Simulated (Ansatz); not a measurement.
# BH7O2Si2: from a rough start to a stationary point

The task is to find a stationary geometry of BH7O2Si2, check the end point by its vibrations and derive ideal-gas thermochemistry, and look at its orbitals and charge.

Computed with Ansatz 0.2.0, Gaussian basis. Level: RKS PBE0-D4/def2-TZVP.

Plan: relaxation at PBE-D4/def2-SVP; relaxation at PBE0-D4/def2-TZVP; harmonic vibrations at the same level; a single point in def2-TZVPP for the fields.

**1. The system as given**

SMILES `B[SiH](O)[SiH2]O`, 12 atoms, charge 0, spin multiplicity 1.

Atoms are counted from 1 here; the program's logs count them from 0.

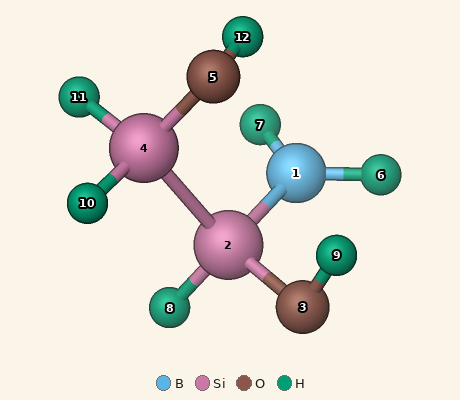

Start geometry, drawn with boron blue, silicon pink, oxygen brown, hydrogen teal; atoms are numbered from 1 in the order of the file.

Geometry (Å):

```
atom    x (Å)    y (Å)    z (Å)
  B1  -1.3582   1.2558  -0.3321
 Si2  -0.6954  -0.4903  -0.5785
  O3   0.0049  -0.6216  -2.1398
 Si4   0.9046  -0.8739   1.0049
  O5   2.1134   0.2420   0.8528
  H6  -1.2900   2.1161  -1.2064
  H7  -1.9159   1.5953   0.6708
  H8  -1.7434  -1.4499  -0.4694
  H9   0.7911   0.0411  -2.0685
 H10   1.3638  -2.2443   0.8668
 H11   0.1910  -0.7587   2.3527
 H12   1.7112   1.1332   1.0806
```

The start is a force-field geometry with small random shifts, so a cheaper pass at PBE-D4/def2-SVP comes first.

**2. Geometry optimisation, PBE-D4/def2-SVP (cheap first pass)**

Contents of in.yaml:

```yaml
crystal:
  periodic: [false, false, false]
  atoms:
    - {symbol: B, position_ang: [-1.358200, 1.255800, -0.332100]}
    - {symbol: Si, position_ang: [-0.695400, -0.490300, -0.578500]}
    - {symbol: O, position_ang: [0.004900, -0.621600, -2.139800]}
    - {symbol: Si, position_ang: [0.904600, -0.873900, 1.004900]}
    - {symbol: O, position_ang: [2.113400, 0.242000, 0.852800]}
    - {symbol: H, position_ang: [-1.290000, 2.116100, -1.206400]}
    - {symbol: H, position_ang: [-1.915900, 1.595300, 0.670800]}
    - {symbol: H, position_ang: [-1.743400, -1.449900, -0.469400]}
    - {symbol: H, position_ang: [0.791100, 0.041100, -2.068500]}
    - {symbol: H, position_ang: [1.363800, -2.244300, 0.866800]}
    - {symbol: H, position_ang: [0.191000, -0.758700, 2.352700]}
    - {symbol: H, position_ang: [1.711200, 1.133200, 1.080600]}
basis:
  gaussian: {orbitals: def2-SVP}
hamiltonian: {xc: pbe, dispersion: d4}
relax: {f_tol: 0.03, max_steps: 200}
```

The run is started by

```
$ ansatz run in.yaml --threads 4 --pin off --events-out ev --progress --plain --max-ram 10444MiB
```

The log of the run, shortened:

```text
Functional definition: PBE
  name "PBE"
  cite "Perdew, Burke & Ernzerhof, Phys. Rev. Lett. 77, 3865 (1996) doi:10.1103/PhysRevLett.77.3865"
  parent pbe
[...]
1238 factors; their error is unknown
[...]
mean field -20616.92863932 eV, -757.6581528390 hartree, gradient 3.0e-5 eV, S^2 0.000000; 0 other end points of the search recorded, 0 dependent functions left out
[...]
reference -20616.92867874 eV, -757.6581542874 hartree; 28, 28 occupied and 85, 85 virtual orbitals, 1238 factors
relax step   1: F+E_penalty+E_count = -20617.19932659 eV  Δ(F+E_penalty+E_count) = +0.000e0 eV  max|allowed force component| = 1.907e0 eV/Å  Δτ_max = 0.0000 Å  (29 SCF iters, accepted)
[...]
relax step  15: F+E_penalty+E_count = -20617.87449910 eV  Δ(F+E_penalty+E_count) = -4.373e-2 eV  max|allowed force component| = 3.949e-1 eV/Å  Δτ_max = 0.1957 Å  (30 SCF iters, accepted)
[...]
relax step  29: F+E_penalty+E_count = -20618.45008761 eV  Δ(F+E_penalty+E_count) = -1.831e-2 eV  max|allowed force component| = 4.363e-1 eV/Å  Δτ_max = 0.1950 Å  (29 SCF iters, accepted)
[...]
relax step  43: F+E_penalty+E_count = -20618.65591036 eV  Δ(F+E_penalty+E_count) = -1.718e-4 eV  max|allowed force component| = 5.932e-1 eV/Å  Δτ_max = 0.0974 Å  (29 SCF iters, accepted)
[...]
1238 factors; their error is unknown
[...]
mean field -20618.43386611 eV, -757.7134689031 hartree, gradient 1.3e-5 eV, S^2 0.000000; 1 other end points of the search recorded, 0 dependent functions left out
[...]
reference -20618.43390636 eV, -757.7134703824 hartree; 28, 28 occupied and 85, 85 virtual orbitals, 1238 factors
Total energy: -20618.73309739 eV, -757.7244654499 hartree
Atom 0 at    -1.219779     0.089501     0.471966 Å, force     0.003879     0.008861     0.007657 eV/Å
Atom 1 at    -1.085326    -0.420665    -1.359928 Å, force     0.010679    -0.000703    -0.011623 eV/Å
Atom 2 at     0.341357    -0.306273    -2.178470 Å, force    -0.017679     0.006343    -0.005792 eV/Å
Atom 3 at     0.576458     0.061897     1.340733 Å, force    -0.010875     0.020946    -0.020161 eV/Å
Atom 4 at     1.729781     0.051578     0.037521 Å, force    -0.003073     0.007483     0.024030 eV/Å
Atom 5 at    -1.380193     1.207612    -0.124539 Å, force    -0.001867    -0.000531     0.001512 eV/Å
Atom 6 at    -2.232092    -0.208068     1.078117 Å, force    -0.003872    -0.003820     0.004170 eV/Å
Atom 7 at    -2.142861    -0.513157    -2.431101 Å, force    -0.001194    -0.001851     0.001652 eV/Å
Atom 8 at     1.074752    -0.184733    -1.497143 Å, force     0.018885    -0.010795    -0.004417 eV/Å
Atom 9 at     0.829837    -1.164750     2.187013 Å, force     0.007050    -0.015578     0.014151 eV/Å
Atom 10 at     0.916720     1.247474     2.218190 Å, force     0.005876    -0.009344    -0.008288 eV/Å
Atom 11 at     2.668445     0.084386     0.291542 Å, force    -0.007807    -0.001010    -0.002891 eV/Å
Dipole moment:     0.254151    -0.079856    -0.132314 e Å
```

Run time: 76 s. Hardware: 4 threads of Arm Neoverse V1, shared host.

Step by step: (not every step is listed) (the energy doesn't fall at every step)

```
step  energy from step 1 (eV)  largest force component (eV/Å)
   1                   0.0000                          1.9074
   2                  -0.4154                          1.0513
   3                  -0.5182                          0.5547
   4                  -0.5420                          0.4892
   5                  -0.5609                          0.3534
   6                  -0.5622                          0.3097
   7                  -0.5714                          0.2199
   8                  -0.5774                          0.2294
   9                  -0.5808                          0.1396
  13                  -0.6073                          0.2316
  17                  -0.9657                          0.9914
  21                  -1.1805                          0.1273
  25                  -1.1973                          0.2359
  29                  -1.2508                          0.4363
  33                  -1.3844                          0.2065
  37                  -1.4342                          0.4572
  41                  -1.4539                          0.2112
  45                  -1.4640                          0.4781
  49                  -1.5161                          0.1180
  51                  -1.5288                          0.3223
  52                  -1.5291                          0.1744
  53                  -1.5102                          0.3557
  54                  -1.5335                          0.0516
  55                  -1.5326                          0.1123
  56                  -1.5337                          0.0240
```

Distances of close pairs at the start and the end, largest changes first:

```
   bond  before (Å)  after (Å)  change (Å)
 B1–Si4       3.383      1.995      -1.387
Si2–Si4       2.283      3.207      +0.924
 Si4–O5       1.652      1.740      +0.088
 Si2–H8       1.425      1.508      +0.083
 Si2–O3       1.716      1.649      -0.067
Si4–H10       1.452      1.512      +0.060
  B1–H6       1.228      1.277      +0.049
 O5–H12       1.004      0.973      -0.031
```

**3. Geometry optimisation, PBE0-D4/def2-TZVP**

Contents of in.yaml:

```yaml
crystal:
  periodic: [false, false, false]
  atoms:
    - {symbol: B, position_ang: [-1.219779, 0.089501, 0.471966]}
    - {symbol: Si, position_ang: [-1.085326, -0.420665, -1.359928]}
    - {symbol: O, position_ang: [0.341357, -0.306273, -2.178470]}
    - {symbol: Si, position_ang: [0.576458, 0.061897, 1.340733]}
    - {symbol: O, position_ang: [1.729781, 0.051578, 0.037521]}
    - {symbol: H, position_ang: [-1.380193, 1.207612, -0.124539]}
    - {symbol: H, position_ang: [-2.232092, -0.208068, 1.078117]}
    - {symbol: H, position_ang: [-2.142861, -0.513157, -2.431101]}
    - {symbol: H, position_ang: [1.074752, -0.184733, -1.497143]}
    - {symbol: H, position_ang: [0.829837, -1.164750, 2.187013]}
    - {symbol: H, position_ang: [0.916720, 1.247474, 2.218190]}
    - {symbol: H, position_ang: [2.668445, 0.084386, 0.291542]}
basis:
  gaussian: {orbitals: def2-TZVP}
hamiltonian: {xc: pbe0, dispersion: d4}
relax: {f_tol: 0.005, max_steps: 150}
```

Launched as before.

The log of the run, shortened:

```text
Functional definition: PBE0
  name "PBE0"
  cite "Adamo & Barone, J. Chem. Phys. 110, 6158 (1999) doi:10.1063/1.478522"
  cite "Perdew, Burke & Ernzerhof, Phys. Rev. Lett. 77, 3865 (1996) doi:10.1103/PhysRevLett.77.3865"
  parent pbe
[...]
1315 factors; their error is unknown
[...]
mean field -20631.69559553 eV, -758.2008284700 hartree, gradient 3.0e-5 eV, S^2 0.000000; 0 other end points of the search recorded, 0 dependent functions left out
[...]
reference -20631.69563159 eV, -758.2008297955 hartree; 28, 28 occupied and 181, 181 virtual orbitals, 1315 factors
relax step   1: F+E_penalty+E_count = -20631.94967994 eV  Δ(F+E_penalty+E_count) = +0.000e0 eV  max|allowed force component| = 1.068e0 eV/Å  Δτ_max = 0.0000 Å  (29 SCF iters, accepted)
[...]
Atom 2 at     0.291459    -0.273303    -2.188763 Å, force     0.000763    -0.000228    -0.000389 eV/Å
Atom 3 at     0.589850     0.055371     1.340840 Å, force    -0.001936    -0.000416    -0.001521 eV/Å
Atom 4 at     1.740765     0.024158     0.097515 Å, force     0.004250    -0.000697     0.002075 eV/Å
Atom 5 at    -1.339328     1.118918    -0.197450 Å, force    -0.000283    -0.000680     0.000564 eV/Å
Atom 6 at    -2.204829    -0.196487     1.058531 Å, force     0.000660    -0.000647     0.000111 eV/Å
Atom 7 at    -2.163865    -0.446425    -2.372418 Å, force    -0.000297    -0.000417     0.000478 eV/Å
Atom 8 at     1.055074    -0.189832    -1.579052 Å, force    -0.002159     0.000148    -0.000235 eV/Å
Atom 9 at     0.826062    -1.133495     2.213480 Å, force     0.000682     0.000922     0.001115 eV/Å
Atom 10 at     0.896855     1.249407     2.184845 Å, force     0.001491    -0.000739     0.000018 eV/Å
Atom 11 at     2.659294     0.110871     0.356671 Å, force    -0.004177     0.000180    -0.000842 eV/Å
Dipole moment:     0.207809    -0.067214    -0.150668 e Å
```

It took 50 s on 4 threads of Arm Neoverse V1, shared host; peak memory 0.59 GiB.

The steps of the relaxation:

```
step  energy from step 1 (eV)  largest force component (eV/Å)
   1                   0.0000                          1.0683
   2                  -0.0600                          0.5977
   3                  -0.0807                          0.1355
   4                  -0.0842                          0.1065
   5                  -0.0869                          0.0644
   6                  -0.0877                          0.0976
   7                  -0.0889                          0.0468
   8                  -0.0890                          0.0857
   9                  -0.0891                          0.0637
  10                  -0.0892                          0.0134
  11                  -0.0893                          0.0171
  12                  -0.0893                          0.0043
```

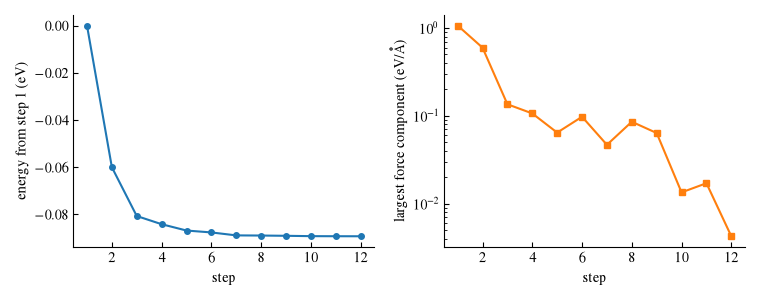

Energy and largest force along the relaxation.

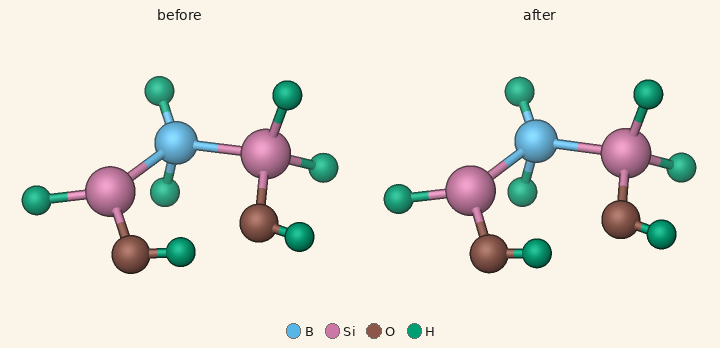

Before and after, at one scale.

Close pairs (by a distance rule), those that changed most:

```
   bond  before (Å)  after (Å)  change (Å)
 Si4–O5       1.740      1.695      -0.046
 Si2–O3       1.649      1.616      -0.032
 B1–Si2       1.906      1.878      -0.028
  O3–H9       1.008      0.981      -0.028
  B1–H7       1.217      1.196      -0.021
 Si2–H8       1.508      1.487      -0.021
Si4–H11       1.514      1.494      -0.020
Si4–H10       1.512      1.494      -0.018
```

Mulliken charges at the end point, from the run's report:

```
atom  value (e)
  B1      -0.29
 Si2       0.40
  O3      -0.47
 Si4       0.29
  O5      -0.61
  H6       0.06
  H7       0.04
  H8       0.00
  H9       0.36
 H10      -0.06
 H11      -0.05
 H12       0.33
```

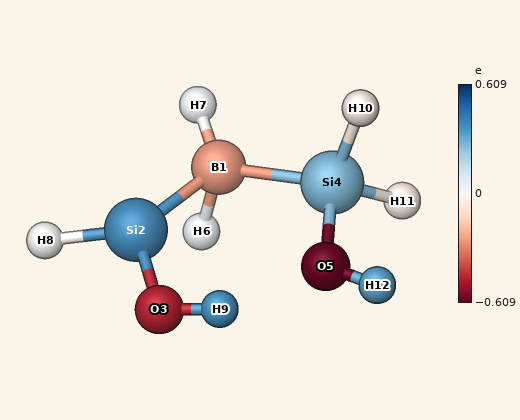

Mulliken charges at the end point, from the run's report, as colours on the atoms.

**4. Force constants and modes**

Contents of in.yaml:

```yaml
crystal:
  periodic: [false, false, false]
  atoms:
    - {symbol: B, position_ang: [-1.190401, 0.036615, 0.470210]}
    - {symbol: Si, position_ang: [-1.083835, -0.410996, -1.350507]}
    - {symbol: O, position_ang: [0.291459, -0.273303, -2.188763]}
    - {symbol: Si, position_ang: [0.589850, 0.055371, 1.340840]}
    - {symbol: O, position_ang: [1.740765, 0.024158, 0.097515]}
    - {symbol: H, position_ang: [-1.339328, 1.118918, -0.197450]}
    - {symbol: H, position_ang: [-2.204829, -0.196487, 1.058531]}
    - {symbol: H, position_ang: [-2.163865, -0.446425, -2.372418]}
    - {symbol: H, position_ang: [1.055074, -0.189832, -1.579052]}
    - {symbol: H, position_ang: [0.826062, -1.133495, 2.213480]}
    - {symbol: H, position_ang: [0.896855, 1.249407, 2.184845]}
    - {symbol: H, position_ang: [2.659294, 0.110871, 0.356671]}
basis:
  gaussian: {orbitals: def2-TZVP}
hamiltonian: {xc: pbe0, dispersion: d4}
phonons: {temperatures: {t_min: 298.15, t_max: 900, t_step: 200}}
```

The command is unchanged.

The log of the run, shortened:

```text
Functional definition: PBE0
  name "PBE0"
  cite "Adamo & Barone, J. Chem. Phys. 110, 6158 (1999) doi:10.1063/1.478522"
  cite "Perdew, Burke & Ernzerhof, Phys. Rev. Lett. 77, 3865 (1996) doi:10.1103/PhysRevLett.77.3865"
  parent pbe
[...]
1315 factors; their error is unknown
[...]
mean field -20631.78519073 eV, -758.2041210329 hartree, gradient 2.5e-5 eV, S^2 0.000000; 0 other end points of the search recorded, 0 dependent functions left out
[...]
reference -20631.78522672 eV, -758.2041223556 hartree; 28, 28 occupied and 181, 181 virtual orbitals, 1315 factors
[...]
1315 factors; their error is unknown
mean field -20631.78505840 eV, -758.2041161700 hartree, gradient 2.8e-6 eV, S^2 0.000000; 0 other end points of the search recorded, 0 dependent functions left out
[...]
reference -20631.78509439 eV, -758.2041174926 hartree; 28, 28 occupied and 181, 181 virtual orbitals, 1315 factors
[...]
Atom 5 at    -1.339328     1.118918    -0.197450 Å, force    -0.000278    -0.000661     0.000576 eV/Å
Atom 6 at    -2.204829    -0.196487     1.058531 Å, force     0.000667    -0.000646     0.000110 eV/Å
Atom 7 at    -2.163865    -0.446425    -2.372418 Å, force    -0.000300    -0.000417     0.000474 eV/Å
Atom 8 at     1.055074    -0.189832    -1.579052 Å, force    -0.002176     0.000137    -0.000224 eV/Å
Atom 9 at     0.826062    -1.133495     2.213480 Å, force     0.000683     0.000912     0.001121 eV/Å
Atom 10 at     0.896855     1.249407     2.184845 Å, force     0.001492    -0.000730     0.000025 eV/Å
Atom 11 at     2.659294     0.110871     0.356671 Å, force    -0.004212     0.000176    -0.000854 eV/Å
Dipole moment:     0.207810    -0.067215    -0.150668 e Å
Vibrations: 83.45 178.91 191.86 231.34 247.41 325.85 399.09 476.18 571.15 600.78 659.22 721.53 754.27 781.56 796.30 824.16 854.97 912.32 963.67 986.36 1001.15 1073.95 1128.51 2105.54 2174.96 2182.85 2221.46 2626.31 3518.66 3912.65 cm⁻¹, zero-point energy 2.077133 eV
```

It took 3.2 min on 4 threads of Arm Neoverse V1, shared host; peak memory 0.58 GiB.

Motions are named by where the mode's potential energy lies. Wavenumbers, unscaled:

```
mode  cm⁻¹                  motion
   1    83                 torsion
   2   179       torsion with bend
   3   192       bend with torsion
   4   231                    bend
   5   247                 torsion
   6   326       bend with torsion
   7   399       torsion with bend
   8   476       torsion with bend
   9   571       torsion with bend
  10   601  Si–B stretch with bend
  11   659  bend with wag or twist
  12   722  bend with wag or twist
  13   754  bend with wag or twist
  14   782            Si–O stretch
  15   796            wag or twist
  16   824                    bend
  17   855                    bend
  18   912  bend with Si–B stretch
  19   964  bend with wag or twist
  20   986  bend with wag or twist
  21  1001            Si–O stretch
  22  1074  wag or twist with bend
  23  1129                    bend
  24  2106             B–H stretch
  25  2175            Si–H stretch
  26  2183            Si–H stretch
  27  2221            Si–H stretch
  28  2626             B–H stretch
  29  3519             O–H stretch
  30  3913             O–H stretch
```

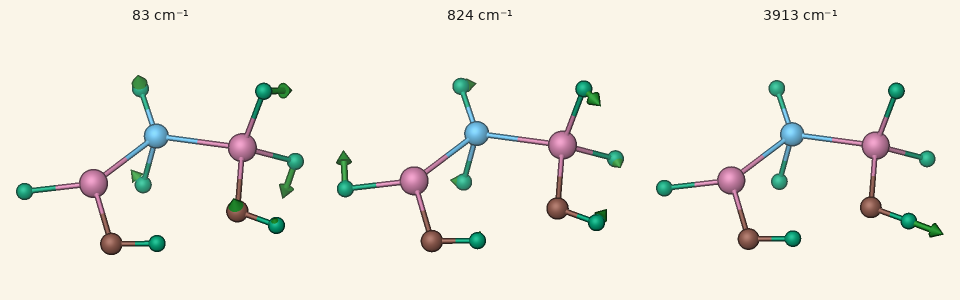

Displacements of 3 modes, as arrows.

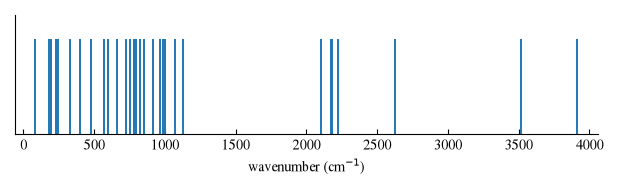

The harmonic wavenumbers as sticks (no intensities were computed).

Ideal gas, rigid rotor and harmonic oscillator at 298.15 K and 1 bar, with symmetry number 1:

```
                term            value
   zero-point energy    47.9 kcal/mol
          H(298) − E    53.4 kcal/mol
entropy, translation  167.0 J/(mol K)
   entropy, rotation  114.4 J/(mol K)
  entropy, vibration   75.9 J/(mol K)
      entropy, total  357.3 J/(mol K)
```

**5. Orbitals, density and potential**

in.yaml, as its differences from that of step 4:

```diff
@@ -16,4 +16,4 @@
 basis:
-  gaussian: {orbitals: def2-TZVP}
+  gaussian: {orbitals: def2-TZVPP}
 hamiltonian: {xc: pbe0, dispersion: d4}
-phonons: {temperatures: {t_min: 298.15, t_max: 900, t_step: 200}}
+output: {orbitals: {seedname: orbitals}}
```

Same command.

The log of the run:

```text
Functional definition: PBE0
  name "PBE0"
  cite "Adamo & Barone, J. Chem. Phys. 110, 6158 (1999) doi:10.1063/1.478522"
  cite "Perdew, Burke & Ernzerhof, Phys. Rev. Lett. 77, 3865 (1996) doi:10.1103/PhysRevLett.77.3865"
  parent pbe
  parameter a = 0.25
  parameter kappa = 0.804
  parameter beta = 0.06672455060314922
  exchange = (1 - a)*pbe_x(kappa = kappa, mu = beta*pi^2/3) + a*exact_x
  correlation = pbe_c(beta = beta)
1466 factors; their error is unknown
mean field evaluation 1: about -20621.6160 eV, gradient 7.4e1 eV
mean field evaluation 2: about -20608.8717 eV, gradient 1.1e2 eV
mean field evaluation 4: about -20631.7663 eV, gradient 5.6e0 eV
mean field evaluation 8: about -20631.8504 eV, gradient 1.6e-1 eV
mean field evaluation 16: about -20631.8919 eV, gradient 1.2e-4 eV
mean field -20631.89194730 eV, -758.2080442644 hartree, gradient 1.5e-5 eV, S^2 0.000000; 0 other end points of the search recorded, 0 dependent functions left out
reference -20631.89198312 eV, -758.2080455811 hartree; 28, 28 occupied and 247, 247 virtual orbitals, 1466 factors
Total energy: -20632.14576391 eV, -758.2173718530 hartree
```

Run time: 6 s. Hardware: 4 threads of Arm Neoverse V1, shared host; peak memory 0.75 GiB.

Orbitals, density, ELF and potential are computed afterwards from the orbital file.

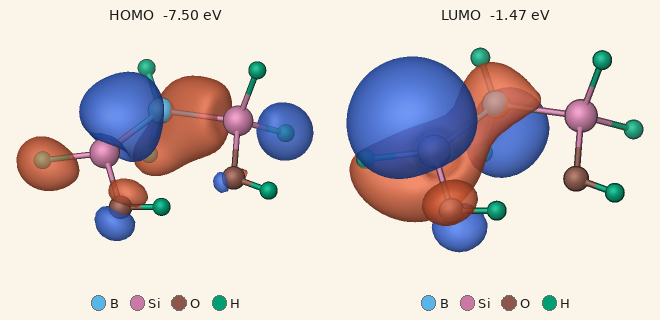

Frontier orbitals at PBE0-D4/def2-TZVPP; each surface holds 70 % of the orbital's density, blue and red mark the sign.

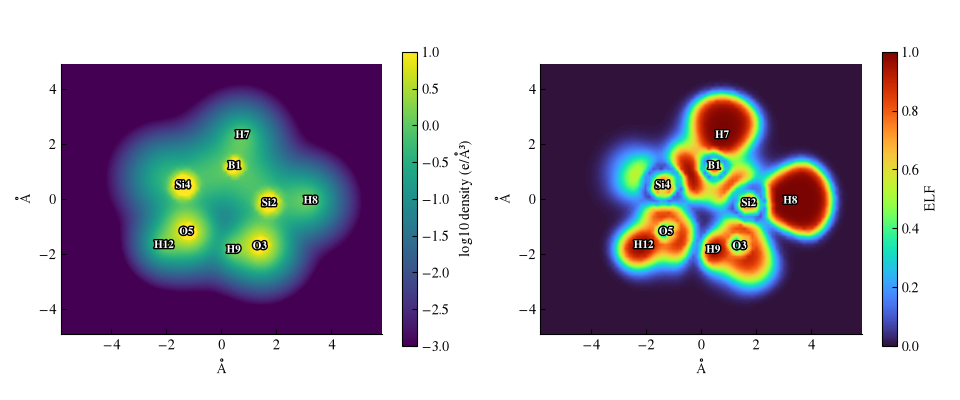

Density (left) and ELF (right) in a plane through or near 9 of the atoms.

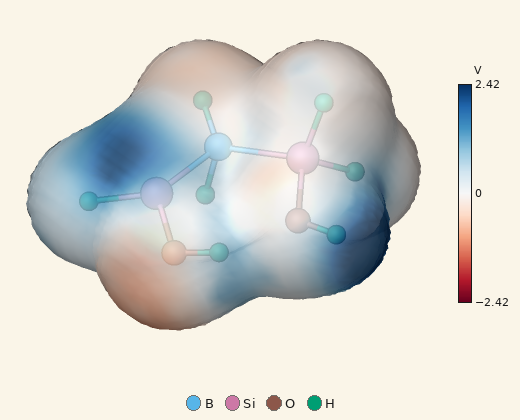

Electrostatic potential on the surface of density 0.002 e/bohr³; red is low, blue high. It runs from -0.90 V near O3 to 2.42 V near H12.

**6. Summary of results**

| quantity | value |
| --- | --- |
| point group | C1 |
| steps | 56 + 12 |
| shift from the start (rms) | 1.460 Å |
| total energy | -20632.0390 eV |
| dispersion term | -254 meV |
| dipole moment | 1.27 D |
| lowest, highest wavenumber | 83, 3913 cm⁻¹ |
| zero-point energy | 47.9 kcal/mol |
| entropy at 298.15 K | 357.3 J/(mol K) |
| HOMO, LUMO | -7.50, -1.47 eV |

In words: The relaxed geometry lies 1.46 Å (rms) from the start; the bond that changed most is B1–Si4, from 3.383 to 1.982 Å. The bonds at the end are not those of the start, so the run found another structure. All wavenumbers are real, so the end point is a minimum. The stiffest mode, 3913 cm⁻¹, is an O–H stretch, and 3 modes under 200 cm⁻¹ make the vibrational entropy uncertain. Harmonic hybrid wavenumbers usually lie a few per cent above measured fundamentals. The largest Mulliken charge, -0.61 e, sits on O5. The HOMO lies mostly on B1 29 %; Si2 22 % and the LUMO on Si2 46 %; H8 19 %.
